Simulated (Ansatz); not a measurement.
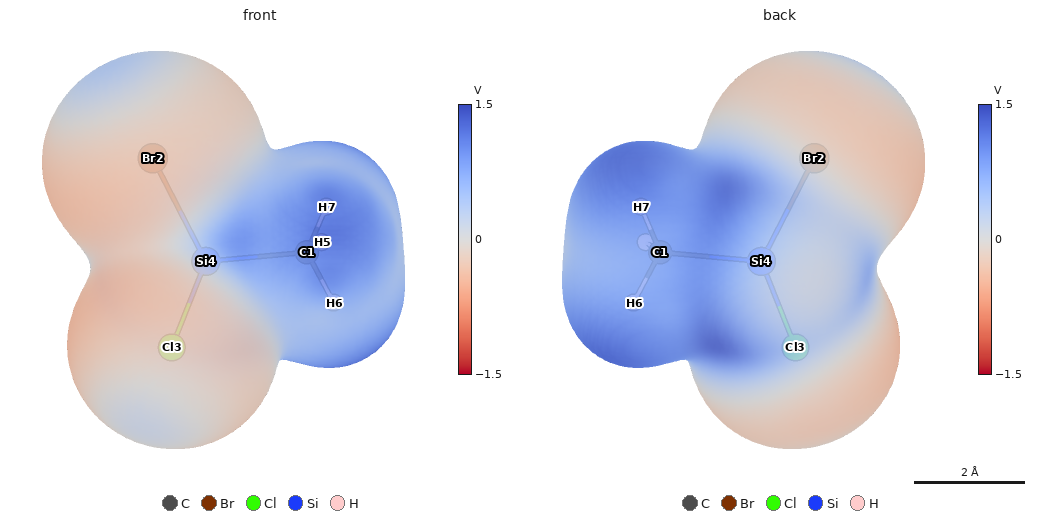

Figure 1: CH3BrClSi (SMILES C[Si](Cl)Br) (doublet). The molecular electrostatic potential painted on the density surface at 0.002 e/bohr³, seen from the front and from behind; red is negative and blue positive.

Geometry: PBE0-D3(BJ)/pcseg-1.

Method: isolated molecule in a Gaussian basis; Kohn-Sham density functional theory, functional PBE0 (Ansatz 0.2.0).

Input file:

```
crystal:
  periodic: [false, false, false]
  atoms:
    - symbol: C
      position_ang: [0.012615, 1.160137, -0.739213]
    - symbol: Br
      position_ang: [1.081659, -1.726371, -2.081078]
    - symbol: Cl
      position_ang: [-1.606661, -1.449265, 0.178301]
    - symbol: Si
      position_ang: [0.243960, -0.644324, -0.305120]
    - symbol: H
      position_ang: [-0.677330, 1.251444, -1.588130]
    - symbol: H
      position_ang: [-0.404734, 1.700560, 0.118453]
    - symbol: H
      position_ang: [0.975446, 1.606332, -1.012585]
basis:
  gaussian: {orbitals: def2-TZVPD}
magnetization: {spin_polarized: true, initial_magnetization: 1}
hamiltonian: {xc: {name: PBE0}}
output: {forces: true, orbitals: {seedname: orbitals}}
```

Run with:

```sh
ansatz run input.yaml --threads 2 --pin off --max-ram 4350MiB --events-out events.jsonl --progress --plain --runs-dir runs
```

Which sites attract a positive test charge, and which a negative one?

Answer. A positive charge is drawn to the negative regions and a negative charge to the positive ones. The most negative region (about −0.4 V) lies over Br2 and Cl3, the most positive (about +1.2 V) over Si4, H5, H6 and H7. Br2 shows a σ-hole: about +0.4 V at the tip opposite its bond, against about −0.3 V on its flanks. Cl3 shows a σ-hole: about +0.2 V at the tip opposite its bond, against about −0.3 V on its flanks.
